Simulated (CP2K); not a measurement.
Consider carbon disulfide at its PBE geometry (Å).

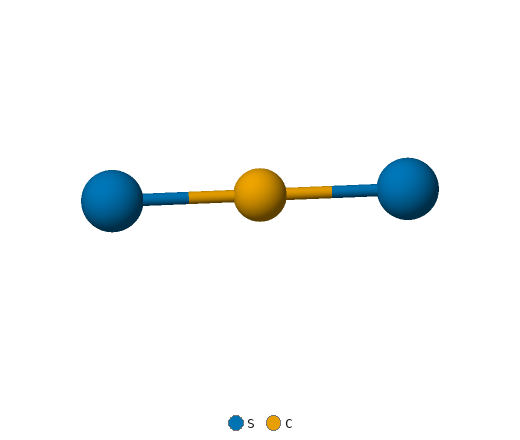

The molecule (sulfur blue, carbon orange).

```xyz
3

S     0.0000    0.0000   -1.5614
C     0.0000    0.0000    0.0000
S     0.0000    0.0000    1.5614
```

Method: CP2K XAS_TDP, all-electron GAPW, PBEh(45%), aug-cc-pVTZ, TDA, no relativity.

**Question.** Predict the bright core excitations at the C K edge.

Leading lines: C2 282.08 eV. The leading line of an atom is its first one with 35 % of the strongest within 2.5 eV of its lowest line over the strength cut. 

The first six lines of each atom with a strength over 0.0015:

| atom | energy (eV) | states | strength, one atom |
| --- | --- | --- | --- |
| C2 (bonded to 2 S) | 282.08 | 2 | 0.1368 |
|  | 288.88 | 1 | 0.0220 |
|  | 289.46 | 1 | 0.0154 |
|  | 291.22 | 2 | 0.0102 |
|  | 292.09 | 1 | 0.0138 |
|  | 295.96 | 2 | 0.0452 |

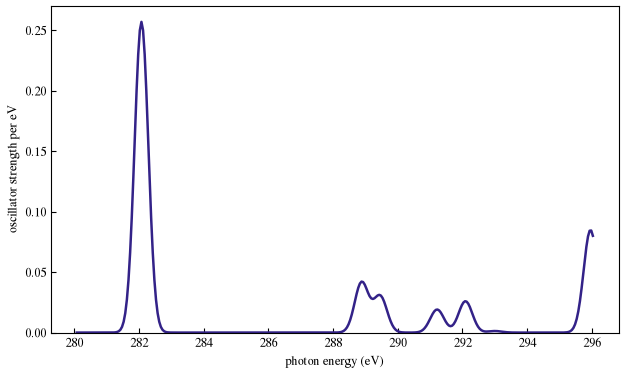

All atoms added, broadened by 0.5 eV.

Lines are vertical, at one geometry, with no vibrational structure. Without a correction of the core level, line positions, and the gaps between valence and Rydberg lines, follow the share of exact exchange. At this level such K lines come out 3 to 6 eV under measured ones. These values hold no scalar relativity, about 0.1 eV for C 1s. Rydberg lines, and the discretised continuum above threshold, depend on the basis and the box.

[Banner, clock and machine lines of the logs are left out without a mark of their own.]

[Logs are printed without paths, hosts, clocks, repeated set-up lines and the standing remarks that a program may print on its own settings, such as how far it seeks lower states.]

[Hosts, paths, dates, database ids (printed as entryN), source tags and the programs' standing remarks are cut or masked in the printed files.]
